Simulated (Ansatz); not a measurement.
**Ligand exchange: CH3F + Si(CH3)2(SiH3)Cl → SiH3F + Si(CH3)3Cl**

Species: CH3F (fluoromethane) `CF`, singlet; Si(CH3)2(SiH3)Cl, singlet; SiH3F `F[SiH3]`, singlet; Si(CH3)3Cl, singlet. The partners trade CH3 for SiH3: F–CH3 and Si–SiH3 bonds give way to F–SiH3 and Si–CH3.

Shapes, held fixed at every level: PBE0-D4/def2-TZVP. Programs: Ansatz 0.2.0. Electronic energies: no zero-point or thermal term.

| level | kind | ΔE (kJ/mol) | less CCSD(T)/CBS estimate |
| --- | --- | --- | --- |
| HF/def2-TZVPP | Hartree–Fock | -240.1 | -4.7 |
| B3LYP-D4/def2-TZVPP | global hybrid | -222.0 | +13.4 |
| PBE0-D4/def2-TZVPP | global hybrid | -212.5 | +22.9 |
| B2PLYP/def2-TZVPP | double hybrid | -234.1 | +1.3 |
| CCSD(T)/def2-TZVPP | coupled cluster or CI | -231.7 | +3.7 |
| CCSD/def2-TZVPP | coupled cluster or CI | -234.1 | +1.3 |
| CCSD(T)/CBS estimate | coupled cluster or CI | -235.4 | 0.0 |

The highest level, CCSD(T)/CBS estimate, gives ΔE = -235.4 kJ/mol; the levels span -240.1 to -212.5. The column of differences is taken from that level and isn't an error. No measured value is set beside it here. The CBS estimate extrapolates MP2 from def2-TZVPP and def2-QZVPP and adds CCSD(T) − MP2 in the triple-zeta set, cores frozen.

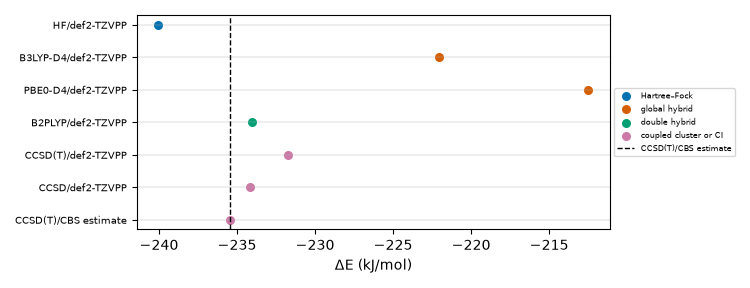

The values of the table, level by level.
